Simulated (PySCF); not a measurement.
C₂H₆O₂Si, SMILES `C[SiH](O)C=O`.

Level of theory: CAM-B3LYP/def2-SVPD (PySCF), at a geometry from GFN2-xTB. No frequency check shows the geometry to be a minimum.

Geometry (Å), atoms numbered from 1:

```
C1      -1.8432   -0.8390   -0.4195
Si2     -0.4422    0.1055    0.4368
O3      -0.3041    1.5807   -0.2220
C4       1.2366   -0.7835    0.1450
O5       2.1736   -0.1970   -0.3448
H6      -1.6476   -0.9788   -1.4796
H7      -1.9935   -1.8186    0.0235
H8      -2.7753   -0.2901   -0.3286
H9      -0.6317    0.2094    1.8855
H10      0.5577    1.9123   -0.4712
H11      1.3637   -1.8465    0.4362
```

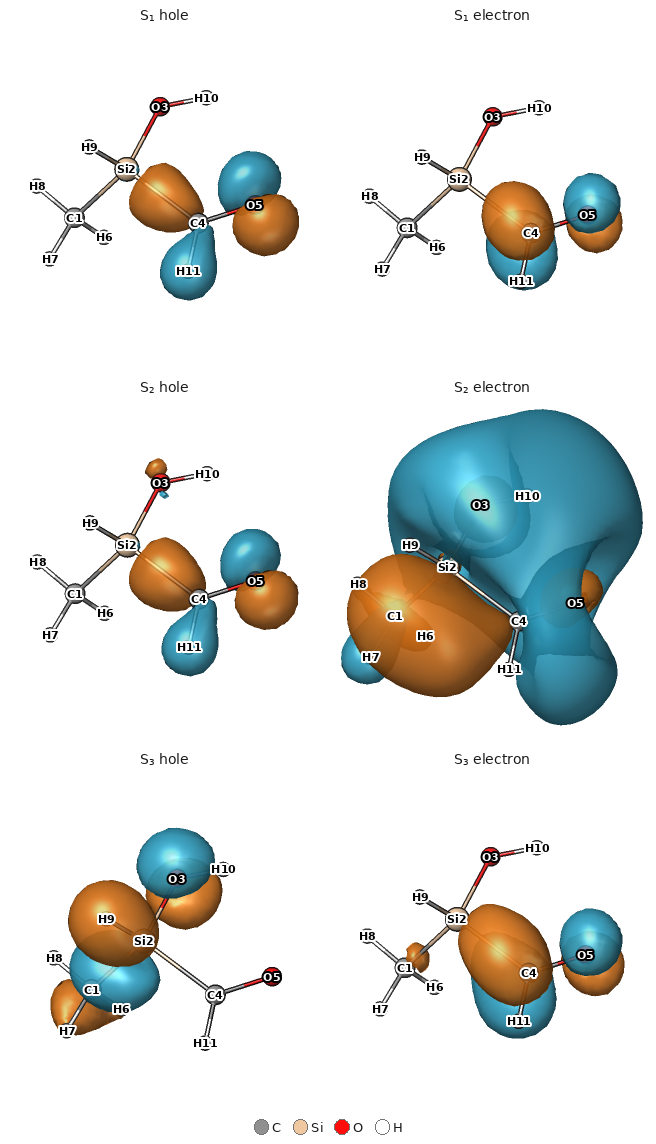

Leading natural transition orbitals (TDA singlet states).

**Describe these excited states.**

By state:
- S₁: 3.29 eV (376 nm), f = 0.001 (very weak); the leading pair carries 100 %; hole on O5 (54 %), C4 (19 %) and Si2 (11 %), electron on C4 (45 %), O5 (34 %) and Si2 (10 %); their centroids lie 0.3 Å apart.
- S₂: 6.42 eV (193 nm), f = 0.002, diffuse (Rydberg-like) orbital; the leading pair carries 97 %; hole on O5 (46 %), C4 (21 %) and Si2 (14 %), electron on Si2 (29 %), O5 (15 %) and H10 (15 %) (atom shares of so diffuse an orbital are rough); their centroids lie 1.0 Å apart.
- S₃: 6.74 eV (184 nm), f = 0.057, charge transfer; the leading pair carries 97 %; hole on O3 (36 %), Si2 (19 %) and C1 (18 %), electron on C4 (39 %), O5 (29 %) and Si2 (15 %); their centroids lie 2.0 Å apart.

The PySCF run took 13 min on 1 thread of Arm Neoverse V1 (shared host), peak memory 0.83 GiB.
